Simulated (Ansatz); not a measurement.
# CCSDT/STO-3G run of HNO (nitroxyl)

What is the energy change on altering one bond length of HNO (nitroxyl) at CCSDT/STO-3G? 

Program for the calculation: Ansatz 0.2.0.

52 further runs of the same task are left out: 1 that didn't finish, 51 set aside as unsound or not needed.

**1. Starting point**

The species is HNO (3 atoms), meant as a singlet with charge 0. SMILES: `N=O`. Geometry: relaxed at GFN2-xTB.

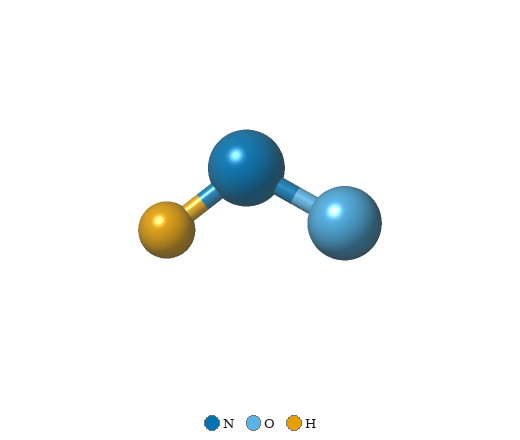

The structure, seen from a chosen angle (nitrogen blue, oxygen blue, hydrogen amber).

**2. The energy at CCSDT/STO-3G**

File input.yaml:

```yaml
crystal:
  periodic: [false, false, false]
  atoms:
    - {symbol: N, position_ang: [-0.275940, 0.297220, -0.114780]}
    - {symbol: O, position_ang: [0.768580, 0.418030, 0.466150]}
    - {symbol: H, position_ang: [-0.492640, -0.715240, -0.351380]}
basis:
  gaussian: {orbitals: STO-3G}
magnetization: {spin_polarized: false, initial_magnetization: 0}
correlation: {method: ccsdt, frozen_orbitals: {H: 0, "N": 1, O: 1}}
accuracy: high
scf: {omitted_lower_state_checks: [cluster_reference, increment]}
```

Started as:

```sh
$ ansatz run input.yaml --threads 1 --pin off --max-ram 2610MiB --events-out events.jsonl --progress --plain --runs-dir runs
```

The log of the run, shortened:

```text
Warning: RAYON_NUM_THREADS=1 ignored (pool sized by the plan → 1); use --threads N
Functional definition: HF
  name "HF"
[...]
168 factors; integrals over basis functions are off by at most 2.2e-8 eV
[...]
mean field -3484.66927338 eV, -128.0592338031 hartree, gradient 1.1e-8 eV, S^2 0.000000; 0 other end points of the search recorded, 0 dependent functions left out; unrestricted orbitals would lower it
2 core orbitals not correlated: weight in the atoms' cores, before any rotation towards them, 1.000 or more for the frozen orbitals, at most 0.000 for the correlated occupied ones
reference -3484.66927338 eV, -128.0592338031 hartree; 6, 6 occupied and 3, 3 virtual orbitals, 168 factors
second order -3.25422883 eV of doubles, -0.00000000 eV of singles
cycle   1  -3.61763258 eV  change   -3.6e-1 eV  update   6.7e-2
[...]
cycle  26  -3.94256370 eV  change   -1.1e-9 eV  update  4.1e-10
Total energy: -3488.61183708 eV, -128.2041203467 hartree
Checks for a lower state left out: cluster_reference, increment
```

Wall time 0.2 s (1 thread of Arm Neoverse V2, shared host).

**3. The distorted shape, same level**

File molecule.yaml:

```yaml
basis:
  gaussian:
    orbitals: STO-3G
crystal:
  periodic: [false, false, false]
  atoms:
    - symbol: "N"
      position_ang: [-0.221765, 0.550335, -0.055630]
    - symbol: O
      position_ang: [0.822755, 0.671145, 0.525300]
    - symbol: H
      position_ang: [-0.492640, -0.715240, -0.351380]
correlation:
  method: ccsdt
  frozen_orbitals: {H: 0, "N": 1, O: 1}
accuracy: high
scf:
  omitted_lower_state_checks: [cluster_reference, increment]
```

Started as:

```sh
$ ansatz run molecule.yaml --threads 1 --pin off --max-ram 2610MiB --events-out events.jsonl --progress --plain --runs-dir runs
```

The log of the run, shortened:

```text
Warning: RAYON_NUM_THREADS=1 ignored (pool sized by the plan → 1); use --threads N
Functional definition: HF
  name "HF"
[...]
168 factors; integrals over basis functions are off by at most 5.4e-8 eV
[...]
mean field -3483.82634409 eV, -128.0282567229 hartree, gradient 2.9e-8 eV, S^2 0.000000; 0 other end points of the search recorded, 0 dependent functions left out; unrestricted orbitals would lower it
2 core orbitals not correlated: weight in the atoms' cores, before any rotation towards them, 1.000 or more for the frozen orbitals, at most 0.000 for the correlated occupied ones
reference -3483.82634409 eV, -128.0282567229 hartree; 6, 6 occupied and 3, 3 virtual orbitals, 168 factors
second order -3.75164042 eV of doubles, -0.00000000 eV of singles
cycle   1  -4.12020439 eV  change   -3.7e-1 eV  update   9.6e-2
[...]
cycle  30  -4.65384048 eV  change   1.5e-10 eV  update  1.4e-10
Total energy: -3488.48018456 eV, -128.1992822059 hartree
Checks for a lower state left out: cluster_reference, increment
```

It took 0.2 s on 1 thread of Arm Neoverse V2, shared host.

**4. Outcome**

At CCSDT/STO-3G, 2 core orbitals frozen:

```
                                                         quantity          value
                                        first shape: total energy  -128.20412 Eh
         first shape: correlation energy (2 core orbitals frozen)     -144.9 mEh
                                       first shape: T1 diagnostic          0.010
                                    distorted shape: total energy  -128.19928 Eh
     distorted shape: correlation energy (2 core orbitals frozen)     -171.0 mEh
                                   distorted shape: T1 diagnostic          0.018
energy change with the N1–H3 bond stretched from 1.062 to 1.328 Å       0.132 eV
```

In words: With the N1–H3 bond stretched from 1.062 to 1.328 Å the energy rises by 0.13 eV (3.0 kcal/mol). The first shape isn't relaxed at this level, so the change isn't measured from a minimum. The minimal basis adds a large error of its own. The restricted solution (first shape) is unstable to spin breaking: an unrestricted one lies lower. The restricted solution (distorted shape) is unstable to spin breaking: an unrestricted one lies lower.
